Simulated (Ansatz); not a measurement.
**Mn(SH)2 (MnH₂S₂) (sextet): a spread of methods and bases**

Aim: run Mn(SH)2 (MnH₂S₂) (sextet) under a spread of inputs, and see what each costs and gives.

Program: Ansatz 0.2.0, Gaussian basis. Level of theory: the settings change from run to run. These are calculated values, not measurements.

2 further runs of the same task are left out: 2 for a known fault of the program.

**1. The geometry**

The geometry comes from an earlier relaxation with PBE-D4 in a triple-zeta def2 set; it is a stationary point.

5 atoms, charge 0, spin multiplicity 6.

Atoms are counted from 1 here; the program's logs count them from 0.

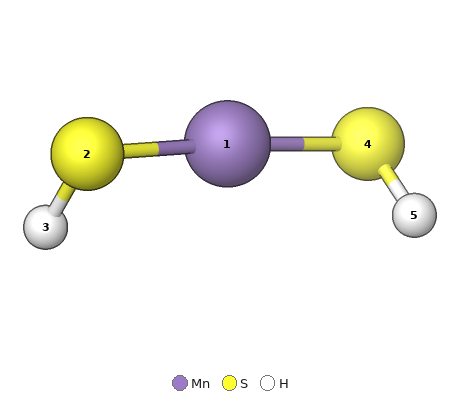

The geometry (manganese light purple, sulfur yellow, hydrogen white); atoms are numbered from 1 in the order of the file.

**2. r2SCAN0/def2-mTZVPP**

Set apart from the defaults: multiplicity 8.

The input, in.yaml:

```yaml
crystal:
  periodic: [false, false, false]
  atoms:
    - {symbol: Mn, position_ang: [0.212936, -0.383584, -0.013695]}
    - {symbol: S, position_ang: [0.196233, -0.402877, 2.239377]}
    - {symbol: H, position_ang: [0.564246, 0.900462, 2.341213]}
    - {symbol: S, position_ang: [0.164654, -0.246290, -2.262440]}
    - {symbol: H, position_ang: [-1.138070, 0.132300, -2.304455]}
basis:
  gaussian: {orbitals: def2-mTZVPP}
magnetization: {spin_polarized: true, initial_magnetization: 7}
hamiltonian: {xc: {name: r2SCAN0}}
scf: {omitted_lower_state_checks: [starts]}
```

Launch:

```sh
> ansatz run in.yaml --threads 2 --pin off --events-out ev --progress --plain --max-ram 4352MiB
```

The program printed:

```text
Functional definition: r2SCAN0
  name "r2SCAN0"
  cite "Bursch, Neugebauer, Ehlert & Grimme, J. Chem. Phys. 156, 134105 (2022) doi:10.1063/5.0086040"
  cite "Furness, Kaplan, Ning, Perdew & Sun, J. Phys. Chem. Lett. 11, 8208 (2020) doi:10.1021/acs.jpclett.0c02405"
  cite "Furness, Kaplan, Ning, Perdew & Sun, J. Phys. Chem. Lett. 11, 9248 (2020) doi:10.1021/acs.jpclett.0c03077"
  parent r2scan
  parameter a = 0.25
  parameter k0 = 0.174
  parameter k1 = 0.065
  parameter a1 = 4.9479
  exchange = (1 - a)*r2scan_x(k0 = k0, k1 = k1, a1 = a1) + a*exact_x
  correlation = r2scan_c
these checks for a lower state are left out or cut short: starts
932 factors; integrals over basis functions are off by at most 1.2e-3 eV
mean field evaluation 1: about -53009.9212 eV, gradient 4.8e1 eV
mean field evaluation 2: about -52945.4688 eV, gradient 1.4e2 eV
mean field evaluation 4: about -53018.3550 eV, gradient 5.3e0 eV
mean field evaluation 8: about -53018.5873 eV, gradient 4.1e-1 eV
mean field evaluation 16: about -53018.6455 eV, gradient 5.9e-2 eV
mean field evaluation 32: about -53018.6460 eV, gradient 1.8e-4 eV
mean field -53018.64600251 eV, -1948.3993032633 hartree, gradient 1.8e-5 eV, S^2 15.761210; 0 other end points of the search recorded, 0 dependent functions left out
reference -53018.64601857 eV, -1948.3993038535 hartree; 33, 26 occupied and 64, 71 virtual orbitals, 932 factors
Total energy: -53018.64601857 eV, -1948.3993038535 hartree
Checks for a lower state left out: starts
```

Wall time 5.5 s (2 threads of Intel Xeon 6975P-C, shared host).

⟨S²⟩ 15.761.

**3. HSE06/cc-pVDZ**

Set apart from the defaults: coordinates scaled by 0.92, D3(BJ) dispersion.

The input, in.yaml:

```yaml
crystal:
  periodic: [false, false, false]
  atoms:
    - {symbol: Mn, position_ang: [0.195901, -0.352897, -0.012599]}
    - {symbol: S, position_ang: [0.180535, -0.370647, 2.060227]}
    - {symbol: H, position_ang: [0.519106, 0.828425, 2.153916]}
    - {symbol: S, position_ang: [0.151482, -0.226587, -2.081444]}
    - {symbol: H, position_ang: [-1.047024, 0.121716, -2.120099]}
basis:
  gaussian: {orbitals: cc-pVDZ}
magnetization: {spin_polarized: true, initial_magnetization: 5}
hamiltonian: {xc: {name: HSE06}, dispersion: d3bj}
scf: {omitted_lower_state_checks: [starts]}
output: {forces: true}
```

Same command.

The program printed, cut to the lines that bear on the results:

```text
Functional definition: HSE06
  name "HSE06"
  cite "Heyd, Scuseria & Ernzerhof, J. Chem. Phys. 118, 8207 (2003) doi:10.1063/1.1564060"
  cite "Krukau, Vydrov, Izmaylov & Scuseria, J. Chem. Phys. 125, 224106 (2006) doi:10.1063/1.2404663"
  cite "Heyd & Scuseria, J. Chem. Phys. 120, 7274 (2004) doi:10.1063/1.1668634"
  cite "Ernzerhof & Perdew, J. Chem. Phys. 109, 3313 (1998) doi:10.1063/1.476928"
  cite "Perdew, Burke & Ernzerhof, Phys. Rev. Lett. 77, 3865 (1996) doi:10.1103/PhysRevLett.77.3865"
  parent pbe
[...]
  # The whole range is PBE's own exchange, as in plane waves. The composition of these papers is wPBEh.
[...]
938 factors; integrals over basis functions are off by at most 1.1e-3 eV
70 factors; integrals over basis functions are off by at most 2.1e-5 eV
[...]
mean field -53011.93281949 eV, -1948.1525983377 hartree, gradient 3.4e-5 eV, S^2 8.770663; 0 other end points of the search recorded, 0 dependent functions left out
[...]
reference -53011.93287232 eV, -1948.1526002790 hartree; 32, 27 occupied and 57, 62 virtual orbitals, 938 factors
Total energy: -53012.03410002 eV, -1948.1563203283 hartree
Atom 0 at     0.195901    -0.352897    -0.012599 Å, force     0.154890    -0.284467    -0.017383 eV/Å
Atom 1 at     0.180535    -0.370647     2.060227 Å, force    -1.028507    -3.581679     3.289362 eV/Å
Atom 2 at     0.519106     0.828425     2.153916 Å, force     1.021358     3.621471     0.406040 eV/Å
Atom 3 at     0.151482    -0.226587    -2.081444 Å, force     3.508899    -0.825087    -3.441218 eV/Å
Atom 4 at    -1.047024     0.121716    -2.120099 Å, force    -3.656639     1.069762    -0.236801 eV/Å
Dipole moment:    -0.092283     0.165248     0.006229 e Å
Checks for a lower state left out: starts
```

It took 3.5 s on 2 threads of Intel Xeon 6975P-C, shared host.

Largest force 4.983 eV/Å, dipole 0.91 D, ⟨S²⟩ 8.771.

**4. wB97M-V/6-31G***

The input, in.yaml:

```yaml
crystal:
  periodic: [false, false, false]
  atoms:
    - {symbol: Mn, position_ang: [0.212936, -0.383584, -0.013695]}
    - {symbol: S, position_ang: [0.196233, -0.402877, 2.239377]}
    - {symbol: H, position_ang: [0.564246, 0.900462, 2.341213]}
    - {symbol: S, position_ang: [0.164654, -0.246290, -2.262440]}
    - {symbol: H, position_ang: [-1.138070, 0.132300, -2.304455]}
basis:
  gaussian: {orbitals: "6-31G*"}
magnetization: {spin_polarized: true, initial_magnetization: 5}
hamiltonian: {xc: {name: wB97M-V}}
scf: {omitted_lower_state_checks: [starts]}
output: {forces: true}
```

Same command.

The program printed, cut to the lines that bear on the results:

```text
Functional definition: wB97M-V
  name "wB97M-V"
  cite "Mardirossian & Head-Gordon, J. Chem. Phys. 144, 214110 (2016) doi:10.1063/1.4952647"
  cite "Becke, J. Chem. Phys. 107, 8554 (1997) doi:10.1063/1.475007"
  cite "Vydrov & Van Voorhis, J. Chem. Phys. 133, 244103 (2010) doi:10.1063/1.3521275"
  # Of w^i u^j: cxij and so on, Table III.
[...]
  gx(w, u) = 1 - cx + cx01*u + cx10*w
  gss(w, u) = css00 + css04*u^4 + css10*w + css20*w^2 + css43*w^4*u^3
  gos(w, u) = cos00 + cos10*w + (cos20 + cos21*u)*w^2 + (cos60 + cos61*u)*w^6
[...]
      + integral(e_c_pw_mod_opposite_spin*gos(b97_w_opposite, b97_u_opposite)) + vv10(b, c)
[...]
710 factors; integrals over basis functions are off by at most 8.3e-4 eV
168 factors; integrals over basis functions are off by at most 6.9e-5 eV
[...]
mean field -53017.93835919 eV, -1948.3732978508 hartree, gradient 5.8e-5 eV, S^2 8.759487; 0 other end points of the search recorded, 0 dependent functions left out
[...]
reference -53017.93841267 eV, -1948.3732998163 hartree; 32, 27 occupied and 46, 51 virtual orbitals, 710 factors
Total energy: -53017.93841267 eV, -1948.3732998163 hartree
Atom 0 at     0.212936    -0.383584    -0.013695 Å, force     0.053054    -0.100296    -0.007588 eV/Å
Atom 1 at     0.196233    -0.402877     2.239377 Å, force     0.074005     0.262398     0.248342 eV/Å
Atom 2 at     0.564246     0.900462     2.341213 Å, force    -0.055848    -0.199640     0.102057 eV/Å
Atom 3 at     0.164654    -0.246290    -2.262440 Å, force    -0.249030     0.084161    -0.235627 eV/Å
Atom 4 at    -1.138070     0.132300    -2.304455 Å, force     0.177819    -0.046622    -0.107185 eV/Å
Dipole moment:    -0.098434     0.175813     0.006613 e Å
Checks for a lower state left out: starts
```

Wall time 6.5 s (2 threads of Intel Xeon 6975P-C, shared host).

Largest force 0.369 eV/Å, dipole 0.97 D, ⟨S²⟩ 8.759.

**5. B3LYP/def2-SVP**

Options: multiplicity 8, restricted open-shell orbitals, atoms shaken by 0.08 Å, a grid of angular degree 47.

The input, in.yaml:

```yaml
crystal:
  periodic: [false, false, false]
  atoms:
    - {symbol: Mn, position_ang: [0.222361, -0.376337, -0.168103]}
    - {symbol: S, position_ang: [0.171279, -0.230677, 2.190505]}
    - {symbol: H, position_ang: [0.593881, 1.005076, 2.362197]}
    - {symbol: S, position_ang: [0.258648, -0.301658, -2.334408]}
    - {symbol: H, position_ang: [-1.063445, 0.029373, -2.260861]}
basis:
  gaussian: {orbitals: def2-SVP, final_grid: {core_spheres: 20, valence_spheres: 16, degree: 47}}
magnetization: {spin_polarized: false, initial_magnetization: 7}
hamiltonian: {xc: {name: B3LYP}}
scf: {omitted_lower_state_checks: [starts]}
```

The command is unchanged.

The program printed, cut to the lines that bear on the results:

```text
Functional definition: B3LYP
  name "B3LYP"
  cite "Stephens, Devlin, Chabalowski & Frisch, J. Phys. Chem. 98, 11623 (1994) doi:10.1021/j100096a001"
  cite "Becke, Phys. Rev. A 38, 3098 (1988) doi:10.1103/PhysRevA.38.3098"
  cite "Lee, Yang & Parr, Phys. Rev. B 37, 785 (1988) doi:10.1103/PhysRevB.37.785"
  cite "Vosko, Wilk & Nusair, Can. J. Phys. 58, 1200 (1980) doi:10.1139/p80-159"
[...]
777 factors; integrals over basis functions are off by at most 1.4e-3 eV
[...]
mean field -53011.45861386 eV, -1948.1351716021 hartree, gradient 2.1e-5 eV, S^2 15.750000; 0 other end points of the search recorded, 0 dependent functions left out
reference -53011.45886783 eV, -1948.1351809353 hartree; 33, 26 occupied and 44, 51 virtual orbitals, 777 factors
Total energy: -53011.45886783 eV, -1948.1351809353 hartree
Checks for a lower state left out: starts
```

Wall time 4.2 s (2 threads of Intel Xeon 6975P-C, shared host).

**6. B3LYP/aug-cc-pVDZ**

This run has restricted open-shell orbitals, atoms shaken by 0.03 Å, a point charge of 1.00 e beside it, D3(BJ) with three-body dispersion.

The input, in.yaml:

```yaml
crystal:
  periodic: [false, false, false]
  atoms:
    - {symbol: Mn, position_ang: [0.269959, -0.351505, -0.016656]}
    - {symbol: S, position_ang: [0.163086, -0.436804, 2.258514]}
    - {symbol: H, position_ang: [0.528462, 0.904120, 2.375651]}
    - {symbol: S, position_ang: [0.139847, -0.214332, -2.246008]}
    - {symbol: H, position_ang: [-1.148443, 0.104060, -2.278621]}
basis:
  gaussian: {orbitals: aug-cc-pVDZ, point_charges: [{charge: 1.00, position_ang: [3.613, -0.568, 0.252]}]}
magnetization: {spin_polarized: false, initial_magnetization: 5}
hamiltonian: {xc: {name: B3LYP}, dispersion: d3bjatm}
scf: {omitted_lower_state_checks: [starts]}
```

The command is unchanged.

The program printed, cut to the lines that bear on the results:

```text
Functional definition: B3LYP
  name "B3LYP"
  cite "Stephens, Devlin, Chabalowski & Frisch, J. Phys. Chem. 98, 11623 (1994) doi:10.1021/j100096a001"
  cite "Becke, Phys. Rev. A 38, 3098 (1988) doi:10.1103/PhysRevA.38.3098"
  cite "Lee, Yang & Parr, Phys. Rev. B 37, 785 (1988) doi:10.1103/PhysRevB.37.785"
  cite "Vosko, Wilk & Nusair, Can. J. Phys. 58, 1200 (1980) doi:10.1139/p80-159"
[...]
1342 factors; integrals over basis functions are off by at most 1.2e-3 eV
[...]
mean field -53028.62039104 eV, -1948.7658552808 hartree, gradient 2.5e-5 eV, S^2 8.750000; 0 other end points of the search recorded, 0 dependent functions left out
reference -53028.62071724 eV, -1948.7658672683 hartree; 32, 27 occupied and 99, 104 virtual orbitals, 1342 factors
Total energy: -53028.84700457 eV, -1948.7741831743 hartree
Checks for a lower state left out: starts
```

It took 4.9 s on 2 threads of Intel Xeon 6975P-C, shared host.

**7. BLYP/cc-pVDZ**

Set apart from the defaults: atoms shaken by 0.08 Å.

The input, in.yaml:

```yaml
crystal:
  periodic: [false, false, false]
  atoms:
    - {symbol: Mn, position_ang: [0.136983, -0.323707, -0.002925]}
    - {symbol: S, position_ang: [0.202397, -0.395647, 2.212699]}
    - {symbol: H, position_ang: [0.566504, 0.926200, 2.182842]}
    - {symbol: S, position_ang: [0.184747, -0.351767, -2.267488]}
    - {symbol: H, position_ang: [-1.154580, 0.136681, -2.422940]}
basis:
  gaussian: {orbitals: cc-pVDZ}
magnetization: {spin_polarized: true, initial_magnetization: 5}
hamiltonian: {xc: {name: BLYP}}
scf: {omitted_lower_state_checks: [starts]}
```

The command is unchanged.

The program printed:

```text
Functional definition: BLYP
  name "BLYP"
  cite "Becke, Phys. Rev. A 38, 3098 (1988) doi:10.1103/PhysRevA.38.3098"
  cite "Lee, Yang & Parr, Phys. Rev. B 37, 785 (1988) doi:10.1103/PhysRevB.37.785"
  parameter beta = 0.0042
  parameter a = 0.04918
  parameter b = 0.132
  parameter c = 0.2533
  parameter d = 0.349
  exchange = b88_x(beta = beta)
  correlation = lyp_c(a = a, b = b, c = c, d = d)
these checks for a lower state are left out or cut short: starts
1132 factors; their error is unknown
mean field evaluation 1: about -52960.9018 eV, gradient 1.4e2 eV
mean field evaluation 2: about -52561.1307 eV, gradient 3.2e2 eV
mean field evaluation 4: about -52875.7939 eV, gradient 2.1e2 eV
mean field evaluation 8: about -53027.3738 eV, gradient 7.2e0 eV
mean field -53027.57825172 eV, -1948.7275573674 hartree, gradient 1.3e-5 eV, S^2 8.765034; 0 other end points of the search recorded, 0 dependent functions left out
reference -53027.57858967 eV, -1948.7275697867 hartree; 32, 27 occupied and 57, 62 virtual orbitals, 1132 factors
Total energy: -53027.57858967 eV, -1948.7275697867 hartree
Checks for a lower state left out: starts
```

Wall time 2.4 s (2 threads of Intel Xeon 6975P-C, shared host).

⟨S²⟩ 8.765.

**8. All runs side by side**

| level | charge | multiplicity | geometry | functions | energy (eV) | time |
| --- | --- | --- | --- | --- | --- | --- |
| r2SCAN0/def2-mTZVPP | 0 | 8 | relaxed | 97 | -53018.646 | 5.5 s |
| HSE06/cc-pVDZ | 0 | 6 | scaled | 89 | -53012.034 | 3.5 s |
| wB97M-V/6-31G* | 0 | 6 | relaxed | 78 | -53017.938 | 6.5 s |
| B3LYP/def2-SVP | 0 | 8 | shaken | 77 | -53011.459 | 4.2 s |
| B3LYP/aug-cc-pVDZ | 0 | 6 | shaken, point charge | 131 | -53028.847 | 4.9 s |
| BLYP/cc-pVDZ | 0 | 6 | shaken | 89 | -53027.579 | 2.4 s |

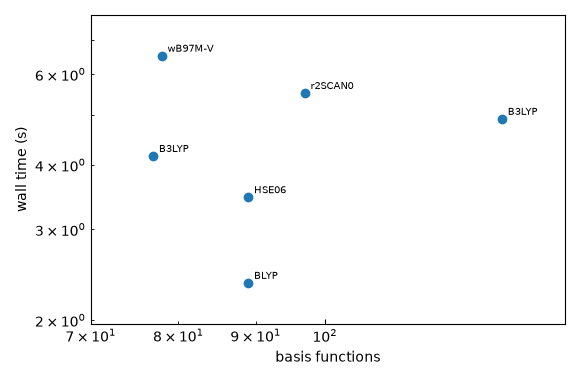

Wall time against the number of basis functions (shared host).

**9. Outcome**

| quantity | value |
| --- | --- |
| runs | 6 |
| quickest | BLYP/cc-pVDZ, 2.4 s |
| slowest | wB97M-V/6-31G*, 6.5 s |

**Reading.** The runs differ in state or geometry as well as level, so their energies can't be set against each other. wB97M-V/6-31G* took 3 times as long as BLYP/cc-pVDZ. The jobs differ in tasks and options as well as level. At the PBE-D4/def2-TZVP geometry and in the same state, runs without warnings or point charges leave forces up to 0.37 eV/Å (wB97M-V/6-31G*), against 5.0 eV/Å where the atoms were moved.
